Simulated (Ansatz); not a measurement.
# Relaxing generalised stacking fault on (112) of a Nb-Li solid solution (54 atoms)

How does generalised stacking fault on (112) of a Nb-Li solid solution (54 atoms) relax, and what do bonds and levels look like afterwards?

Main program and level: Ansatz 0.2.0; Kohn-Sham DFT, PBE, PAW (set soft_2), plane waves.

### 1. The structure

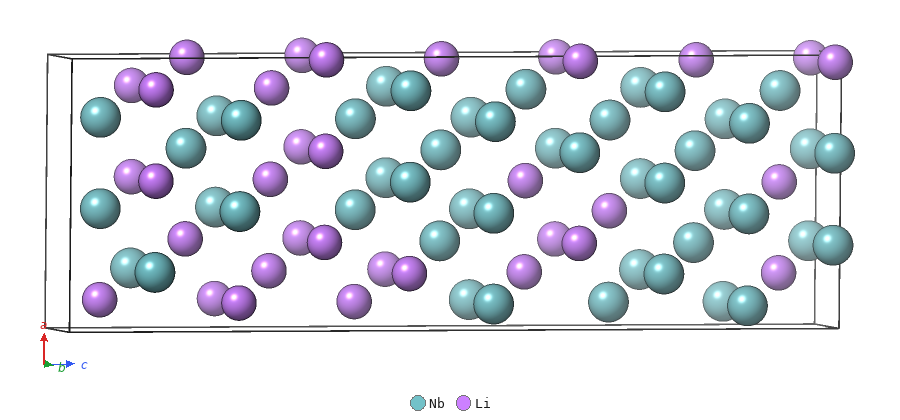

The cell as given, from the side, with the c axis across the page (niobium teal, lithium purple). Some periodic images of atoms are drawn too.

The cell holds 54 atoms: 30 Nb and 24 Li. Cell: a = 8.820 Å, b = 4.801 Å, c = 25.149 Å, α = 90.0°, β = 89.4°, γ = 90.0°. It derives from Nb and Li. Bcc Nb lattice (a = 3.3949 Å, the value set for the mixture), cell with z along [112], 3 x 1 x 3 periods; the third cell vector is tilted by 0.083 of 1/2<111> (its sense, twinning or antitwinning, isn't checked) and lengthened by 0.2 Å, so the cell holds one fault; displaced by a Gaussian of 0.01 Å; 24 of 54 Nb sites given to Li at random (lattice constant by Vegard's rule between Nb and Li).

Limits known from the start: The cell is under 6 Å thick along one periodic direction, so every atom has periodic images of itself close by, which move with it and show among its neighbours and in g(r). Atoms were free to move along the slip, so the relaxation can undo part or all of it. The host structure and its lattice constant were typed by rule, without a check against the phase diagram.

### 2. Single point at the start

A single point comes first, to see the forces before anything moves.

The input, input.yaml:

```yaml
crystal:
  lattice:
    - [8.82021, 0.0, 0.0]
    - [0.0, 4.80111, 0.0]
    - [0.24503, 0.0, 25.14732]
  atoms:
    - { symbol: Nb, position: [0.6407, 0.99947, 0.99218] }
    - { symbol: Nb, position: [0.30454, 0.00111, 0.99115] }
    - { symbol: Li, position: [0.97352, 0.00176, 0.9917] }
    - { symbol: Nb, position: [0.77725, 0.49721, 0.05379] }
    - { symbol: Nb, position: [0.44352, 0.50134, 0.05439] }
    - { symbol: Li, position: [0.11032, 0.50079, 0.05474] }
    - { symbol: Li, position: [0.88509, 0.00146, 0.10948] }
    - { symbol: Li, position: [0.55127, 0.00013, 0.11046] }
    - { symbol: Nb, position: [0.21766, 0.99986, 0.11033] }
    - { symbol: Nb, position: [0.66274, 0.49904, 0.16508] }
    - { symbol: Li, position: [0.33126, 0.5014, 0.16508] }
    - { symbol: Li, position: [0.99513, 0.49827, 0.1651] }
    - { symbol: Nb, position: [0.77234, 0.99869, 0.22063] }
    - { symbol: Nb, position: [0.43861, 0.00201, 0.21994] }
    - { symbol: Li, position: [0.10405, 0.99825, 0.21994] }
    - { symbol: Li, position: [0.88165, 0.50004, 0.27551] }
    - { symbol: Li, position: [0.54755, 0.49971, 0.27512] }
    - { symbol: Li, position: [0.21318, 0.50076, 0.27439] }
    - { symbol: Li, position: [0.65727, 0.00071, 0.33064] }
    - { symbol: Li, position: [0.32407, 0.00508, 0.33017] }
    - { symbol: Li, position: [0.99169, 0.99838, 0.3307] }
    - { symbol: Nb, position: [0.76745, 0.50104, 0.38487] }
    - { symbol: Nb, position: [0.43463, 0.49757, 0.3858] }
    - { symbol: Li, position: [0.09888, 0.49898, 0.38556] }
    - { symbol: Nb, position: [0.87713, 0.00098, 0.44071] }
    - { symbol: Nb, position: [0.54296, 0.00081, 0.44102] }
    - { symbol: Li, position: [0.20857, 0.00361, 0.44099] }
    - { symbol: Nb, position: [0.65202, 0.501, 0.49625] }
    - { symbol: Nb, position: [0.3192, 0.4988, 0.49601] }
    - { symbol: Li, position: [0.98494, 0.50142, 0.49596] }
    - { symbol: Nb, position: [0.7626, 0.99869, 0.55094] }
    - { symbol: Nb, position: [0.42763, 0.00473, 0.54988] }
    - { symbol: Nb, position: [0.09562, 0.00037, 0.55086] }
    - { symbol: Nb, position: [0.87224, 0.50211, 0.60604] }
    - { symbol: Li, position: [0.53804, 0.50218, 0.6064] }
    - { symbol: Li, position: [0.20444, 0.50218, 0.60614] }
    - { symbol: Nb, position: [0.64754, 0.99371, 0.6612] }
    - { symbol: Li, position: [0.31565, 0.99922, 0.66148] }
    - { symbol: Li, position: [0.98169, 0.00199, 0.66046] }
    - { symbol: Nb, position: [0.75808, 0.49864, 0.71581] }
    - { symbol: Li, position: [0.42642, 0.50163, 0.71604] }
    - { symbol: Nb, position: [0.09232, 0.50192, 0.71598] }
    - { symbol: Nb, position: [0.86841, 0.99908, 0.77107] }
    - { symbol: Nb, position: [0.53492, 0.99828, 0.77183] }
    - { symbol: Nb, position: [0.20233, 0.00102, 0.77176] }
    - { symbol: Nb, position: [0.64438, 0.50165, 0.82658] }
    - { symbol: Nb, position: [0.30832, 0.50277, 0.82574] }
    - { symbol: Li, position: [0.9767, 0.50352, 0.82697] }
    - { symbol: Nb, position: [0.75176, 0.00143, 0.88108] }
    - { symbol: Nb, position: [0.42063, 0.00151, 0.88147] }
    - { symbol: Nb, position: [0.08454, 0.00062, 0.88076] }
    - { symbol: Nb, position: [0.86282, 0.49809, 0.93645] }
    - { symbol: Li, position: [0.5286, 0.50147, 0.93643] }
    - { symbol: Li, position: [0.19621, 0.50072, 0.93671] }
kpoints:
  mp_grid: { grid: [2, 4, 1] }
hamiltonian:
  xc: pbe
scf:
  occupations: { method: fermi_dirac, width: 0.1 }
output:
  forces: true
```

Run with:

```sh
$ ansatz run input.yaml --threads 4 --pin off --max-ram 8192MiB --backend cpu --events-out ev --progress --plain --runs-dir out
```

Numbers of over 12 decimals in the logs are rounded to 6 here.

Log:

```text
Engine: ansatz 0.2.0, aarch64-unknown-linux-gnu
Pseudopotentials: kind: paw
Pseudopotential: Nb, paw, valence charge 13, recommended cutoff 420 eV (normal), Nb.paw.azcp
Pseudopotential: Li, paw, valence charge 3, recommended cutoff 420 eV (normal), Li.paw.azcp
[... 5 lines on functional and potentials left out ...]
Crystal: 54 atoms, lattice volume = 1064.908 Å³
Basis set: ecut = 420 eV, 20743 PW (Γ), exchange–correlation on 120×72×360 points (8 copies of the dense FFT grid, shifted against one another)
Bands: 285, of which v1, the nominal top of the filled ones, is band 231 counted from 1 (230 counted from 0)
Symmetry: 1 space group operations
Space group: P1 (ITA 1), of the structure as read, at distance tolerance 1.0e-4 Å
k-points: 6 of 8 (time reversal used)
[... 5 lines on functional and potentials left out ...]
Initial density: superposition of atomic densities (neutral atoms: chi_scale 0, normalization atom), corrected by the library's trained network
Initial wavefunctions: pseudopotential atomic-orbital guess
Functional: x = pbe(κ = 0.804, μ = 0.219515), c = pbe(β = 0.066725)
SCF iter   1: F=—  HF=-141454.349407 eV  |F-HF|=—  |Δ(HF+E_count)|=         —  Δρ=8.73e-3  dr2=3.44e1  ethr=1.77e-3  ⟨swp⟩=9.8  Hψ=7900  notcnv=0
preconditioner: auto → Kerker (q_TF=auto, 2.374 Å⁻¹)  [metal: Δε(μ)=0.016 eV  Ē_g=2.513 eV  σ=0.100 eV  W_gap=0.04  n_scr=238 (ndim 8)  ℏωp=15.0 eV  f_vac=0.000  D(μ)=65.38/eV (n_scr^D=672)]
SCF iter   2: F=—  HF=-141454.186118 eV  |F-HF|=—  |Δ(HF+E_count)|=   1.63e-1  Δρ=3.71e-3  dr2=5.56e0  ethr=1.77e-3  ⟨swp⟩=1.5  Hψ=1971  notcnv=0
SCF iter   3: F=—  HF=-141454.138694 eV  |F-HF|=—  |Δ(HF+E_count)|=   4.74e-2  Δρ=9.06e-4  dr2=3.41e-2  ethr=1.20e-3  ⟨swp⟩=1.0  Hψ=1710  notcnv=0
SCF iter   4: F=—  HF=-141454.137697 eV  |F-HF|=—  |Δ(HF+E_count)|=   9.96e-4  Δρ=2.77e-4  dr2=3.41e-3  ethr=7.38e-6  ⟨swp⟩=2.0  Hψ=2052  notcnv=0
SCF iter   5: F=—  HF=-141454.137523 eV  |F-HF|=—  |Δ(HF+E_count)|=   1.75e-4  Δρ=8.96e-5  dr2=3.23e-4  ethr=7.38e-7  ⟨swp⟩=1.5  Hψ=1864  notcnv=0
SCF iter   6: F=—  HF=-141454.137498 eV  |F-HF|=—  |Δ(HF+E_count)|=   2.47e-5  Δρ=3.20e-5  dr2=4.42e-5  ethr=7.00e-8  ⟨swp⟩=2.0  Hψ=2240  notcnv=0
SCF iter   7: F=—  HF=-141454.137328 eV  |F-HF|=—  |Δ(HF+E_count)|=   1.70e-4  Δρ=1.15e-5  dr2=4.36e-6  ethr=9.57e-9  ⟨swp⟩=2.0  Hψ=2786  notcnv=0
SCF iter   8: F=—  HF=-141454.137328 eV  |F-HF|=—  |Δ(HF+E_count)|=   3.08e-7  Δρ=3.14e-6  dr2=3.22e-7  ethr=9.43e-10  ⟨swp⟩=2.0  Hψ=2235  notcnv=0
SCF iter   9: F=-141454.137327 eV  HF=-141454.137328 eV  |F-HF|=3.60e-8  |Δ(HF+E_count)|=   2.39e-8  Δρ=1.06e-6  dr2=4.68e-8  ethr=2.16e-11  ⟨swp⟩=3.2  Hψ=4451  notcnv=0
SCF 1 converged in 9 iterations: F = -141454.137327 eV  dr2 = 4.68e-8
  greatest PAW one-centre occupation: 1.000 electrons in one spin orbital (limit 2), on the Li atom at site 47 (counted from 0), in its partial waves of l = 0
SCF converged after 9 iterations
Free energy (F): -141454.137327 eV
Harris-Foulkes:  -141454.137328 eV  (|F-HF|=3.60e-8)
Internal energy: -141452.021157 eV  (E = F + TS)
E sigma→0 (E₀):  -141453.079242 eV
Entropy (-TS):   -2.116171 eV (-39.188 meV/atom)
Fermi energy:    9.213751 eV
--- Per-component energies (eV) ---
  E_band       = -6985.540378
  E_kinetic    = 12198.409692
  E_local      = -53638.789707  (includes V_loc(G=0)·N_el)
  E_nonlocal   = 2819.178196
  E_hartree    = 20884.550183
  E_xc         = -5439.796658
  E_vxc        = -6607.440405  (∫ρ·V_xc dr)
  E_paw        = -92704.029445  (= ΣΔE_a)
  E_vpaw       = -3525.977007  (= ΣTr[D̂ρ^β])
  E_aug_tail   = 0.000569  (compensation charges beyond the density's cutoff)
  E_ewald      = -25571.543987
  E_smearing   = -2.116171  (= −TS)
  E_closure    = 0.000000  (closes the sum)
  Σ components = -141454.137327   (vs F -141454.137327, Δ=0.00e0)
--- Forces (eV/Å), atoms counted from 1 ---
  atom   1  Nb    -0.34607341     0.02165212     0.18533186
  atom   2  Nb     1.26282245    -0.00677180     1.27452591
  atom   3  Li    -0.05947909    -0.03214125     0.35895398
  atom   4  Nb    -1.58931591     0.04999634    -0.95451342
  atom   5  Nb     0.32872770    -0.01451282    -0.34671834
  atom   6  Li     0.05966193    -0.00656556    -0.34633198
  atom   7  Li    -0.25717603    -0.04074917     0.01234944
  atom   8  Li     0.28123717     0.00080938    -0.16054435
  atom   9  Nb     1.71682767     0.02010968    -0.92239926
  atom  10  Nb    -0.48110956    -0.01148209     0.22877623
  atom  11  Li    -0.22267521    -0.00523013     0.05125164
  atom  12  Li     0.05156219     0.00988295    -0.11517307
  atom  13  Nb    -2.03790539     0.01873202    -1.02776673
  atom  14  Nb     1.78012893    -0.01161810    -1.28680722
[...]
atom  53  Li    -0.15523360    -0.01153921     0.17075458
  atom  54  Li     0.23117086     0.00139684     0.12660041
  max |Σ_I F_I| component: 5.03e-5 eV/Å
```

The job ended after 53 s (4 threads of Arm Neoverse V2, shared host; peak memory 4.6 GiB; 3.2 min of CPU time).

Read from the output:

* free energy: -141454.1373 eV
* free energy per atom: -2619.5211 eV/atom
* SCF cycles: 9
* r.m.s. force component: 0.5076 eV/Å
* longest force: 2.426 eV/Å
* Fermi energy: 9.214 eV

The r.m.s. force component of 0.51 eV/Å sets the starting point.

Length of the force by element:

```
element  coordination  atoms  mean length of the force (eV/Å)  spread   least   most
     Li           all     24                            0.227   0.084  0.0844  0.365
     Nb           all     30                            0.915   0.712   0.134   2.43
```

[end of part 1 of 3]

[Logs are printed without paths, hosts, clocks, repeated set-up lines and the standing remarks that a program may print on its own settings, such as how far it seeks lower states.]

[Hosts, paths, dates, database ids (printed as entryN), source tags and the programs' standing remarks are cut or masked in the printed files.]
